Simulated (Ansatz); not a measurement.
# CH$_{4}$Cl$_{2}$O$_{2}$Si (SMILES OC(O)(Cl)[SiH2]Cl): what the fields show

Input file:

```
crystal:
  periodic: [false, false, false]
  atoms:
    - {symbol: O, position_ang: [-1.094978, 1.014950, 0.657450]}
    - {symbol: C, position_ang: [-0.369043, -0.134464, 0.502003]}
    - {symbol: O, position_ang: [-1.138691, -1.194595, 0.047244]}
    - {symbol: Cl, position_ang: [0.294489, -0.698007, 2.101942]}
    - {symbol: Si, position_ang: [1.192821, 0.215400, -0.536938]}
    - {symbol: Cl, position_ang: [0.528667, 0.476332, -2.470526]}
    - {symbol: H, position_ang: [-1.894828, 0.803497, 1.158994]}
    - {symbol: H, position_ang: [-1.367411, -1.006598, -0.873006]}
    - {symbol: H, position_ang: [1.865928, 1.445690, -0.075514]}
    - {symbol: H, position_ang: [2.066147, -0.973307, -0.508750]}
basis:
  gaussian: {orbitals: def2-TZVPP}
hamiltonian: {xc: pbe0, dispersion: d4}
output: {orbitals: {seedname: orbitals}}
```

Launched as:

```sh
ansatz run in.yaml --threads 4 --pin off --events-out ev --progress --plain --max-ram 10444MiB
```

Geometry: PBE0-D4/def2-TZVP.

Method: RKS PBE0-D4/def2-TZVPP in Ansatz 0.2.0.

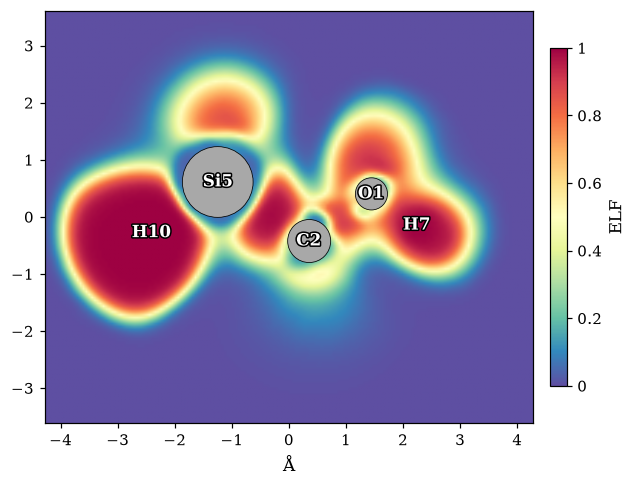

Figure 1. Electron localisation function on the plane of atoms C2, O1 and H7. Grey discs cover the atomic cores.

Q: What do the fields say about this system?

A:
- The plane passes through O, C, Si and H nuclei.
- C–O (1.37 Å): the ELF peaks at about 0.90 between the atoms (a polar covalent bond).
- C–Si (1.91 Å): the ELF peaks at about 1 between the atoms: a shared electron pair.
- O–H (0.97 Å): the ELF climbs to about 1 towards the hydrogen, as it does in any bond to H (a covalent bond by its length).
- Si–H (1.48 Å): the ELF climbs to about 1 towards the hydrogen.
- The ELF also peaks beside O1, away from the bonds: lone-pair regions.

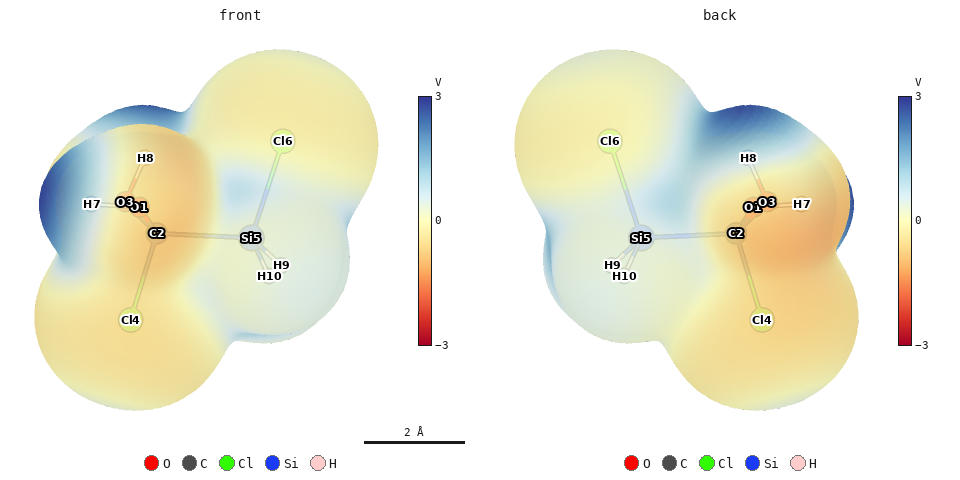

Figure 2. The molecular electrostatic potential painted on the density surface at 0.002 e/bohr³, seen from the front and from behind; red is negative and blue positive.

Q: Describe the electrostatic potential map.

A: The most negative region (about −1.1 V, or −25 kcal/mol for a unit charge) lies over O3, the most positive (about +2.7 V, or +62 kcal/mol for a unit charge) over H7 and H8. Cl4 shows a σ-hole: about +0.3 V, or +7 kcal/mol for a unit charge at the tip opposite its bond, against about −0.4 V, or −9 kcal/mol for a unit charge on its flanks. O3 is the likeliest acceptor of a hydrogen bond.

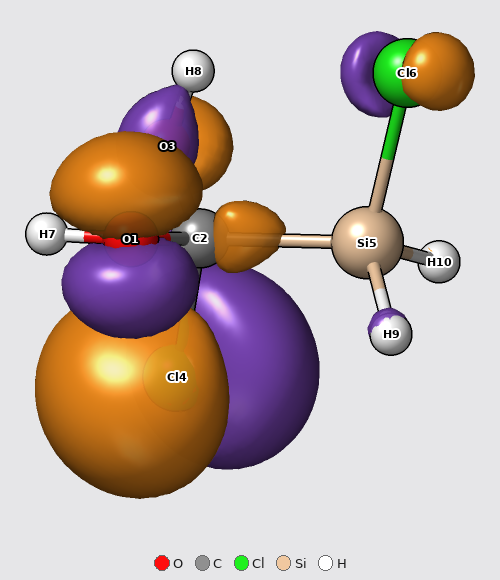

Figure 3. The HOMO−1 at ±0.1 Å⁻³ᐟ² (orange and purple are the two phases), seen across its widest extent.

Q: Describe this orbital and give its energy.

A: It lies mainly on Cl4 (about 65 %) and O1 (about 15 %). Its energy is −8.83 eV.
